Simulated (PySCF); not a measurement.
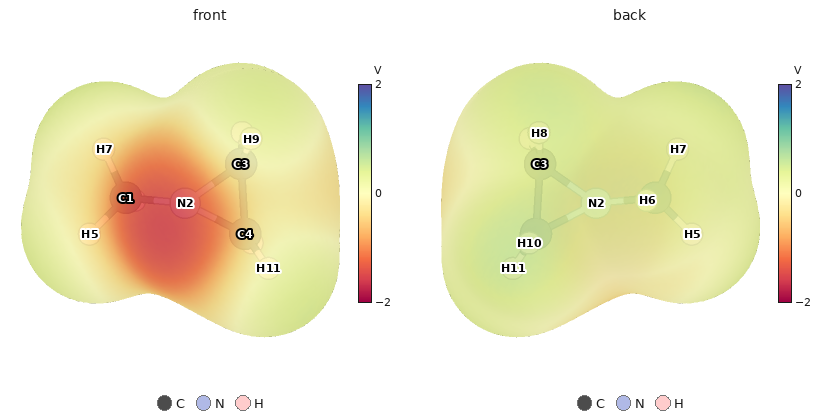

*C$_{3}$H$_{7}$N. The electrostatic potential painted on the density surface at 0.001 e/bohr³, seen from the front and from behind; red is negative and blue positive.*

Geometry: GFN2-xTB, MD frame at 250 fs, 300 K.

Level of theory: PBE0/pcSseg-1, SCF density, gas phase, non-relativistic (PySCF).

```yaml
atoms:
  - { symbol: C, position_ang: [0.8523, -0.9137, 0.6984] }
  - { symbol: N, position_ang: [0.0579, -0.3162, -0.3540] }
  - { symbol: C, position_ang: [-1.2118, 0.2641, -0.1857] }
  - { symbol: C, position_ang: [-1.0923, -0.9680, -0.9773] }
  - { symbol: H, position_ang: [1.8308, -1.2440, 0.2593] }
  - { symbol: H, position_ang: [0.3140, -1.6939, 1.2611] }
  - { symbol: H, position_ang: [1.0865, -0.1799, 1.4807] }
  - { symbol: H, position_ang: [-1.6716, 0.1363, 0.7524] }
  - { symbol: H, position_ang: [-1.1847, 1.2892, -0.4803] }
  - { symbol: H, position_ang: [-1.5522, -1.8159, -0.5138] }
  - { symbol: H, position_ang: [-1.1355, -0.9634, -2.0465] }
```

Question: Where is the surface potential most negative and most positive?

Answer: The most negative region (about −1.5 V, or −35 kcal/mol for a unit charge) lies over N2, the most positive (about +0.6 V, or +14 kcal/mol for a unit charge) over H10. N2 is the likeliest acceptor of a hydrogen bond.

Question: How polar is the molecule by this calculation?

Answer: Its dipole moment is 1.19 D.
